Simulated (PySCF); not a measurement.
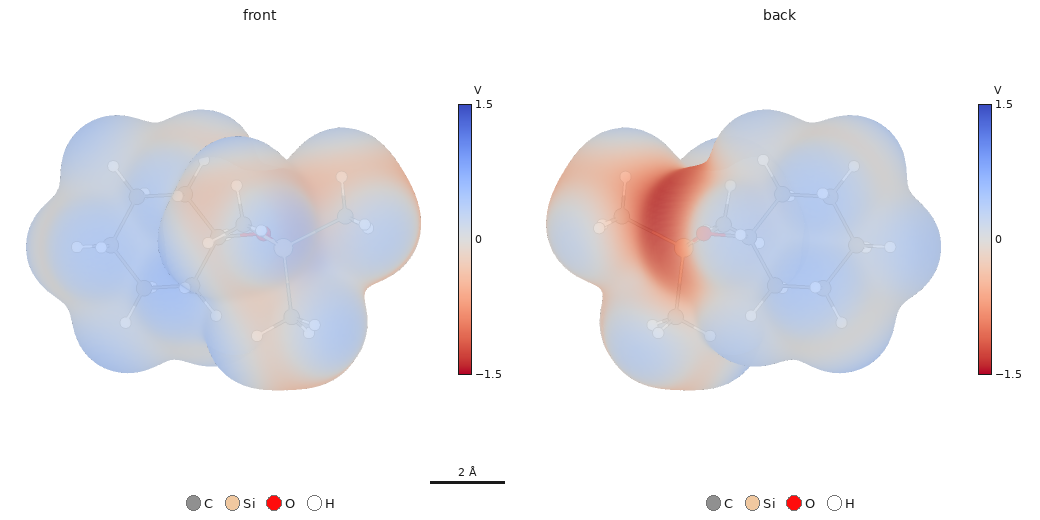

The picture shows: C₉H₂₀OSi. The molecular electrostatic potential painted on the density surface at 0.001 e/bohr³, seen from the front and from behind; the colour scale runs from red (negative) to blue (positive).

Geometry: GFN2-xTB.

All numbers below come from PBE0/6-31G*, SCF density, gas phase, non-relativistic in PySCF 2.14.0.

Input

```
{"job": {"xc": "PBE0", "basis": "6-31G*", "kind": "nmr", "pop": true}, "charge": 0, "multiplicity": 1}
C     -1.691625     0.236512     1.982368
Si    -2.024914     0.019021     0.111261
C     -2.403968     1.744223    -0.621022
C     -3.502817    -1.141831    -0.161068
O     -0.845982    -0.758910    -0.700085
C      0.547013    -0.627020    -0.781700
C      1.229981    -1.325082     0.395381
C      2.747027    -1.246806     0.256865
C      3.201216     0.207499     0.174219
C      2.516158     0.912903    -0.992662
C      0.999386     0.829161    -0.851936
H     -1.440555    -0.711233     2.450839
H     -0.873357     0.925633     2.176046
H     -2.565798     0.627770     2.493275
H     -3.364802     2.113214    -0.276390
H     -2.443206     1.703492    -1.705939
H     -1.657707     2.485673    -0.349607
H     -3.687115    -1.303189    -1.217605
H     -3.338329    -2.112504     0.294445
H     -4.404153    -0.721970     0.271756
H      0.835997    -1.135863    -1.713310
H      0.912972    -0.836935     1.318036
H      0.899803    -2.364386     0.433243
H      3.056034    -1.774632    -0.648276
H      3.220324    -1.738231     1.109117
H      4.285193     0.252719     0.051777
H      2.947684     0.718880     1.105512
H      2.819808     0.441711    -1.930274
H      2.824514     1.959610    -1.029254
H      0.506644     1.317642    -1.693732
H      0.682547     1.332418     0.063353
```

Launched as:

```sh
OMP_NUM_THREADS=1 python ens_run.py task.json out
```

Which sites attract a positive test charge, and which a negative one?

A positive charge is drawn to the negative regions and a negative charge to the positive ones. The most negative region (about −1.3 V) lies over O5, the most positive (about +0.5 V) over H13 and H31. O5 is the likeliest acceptor of a hydrogen bond.
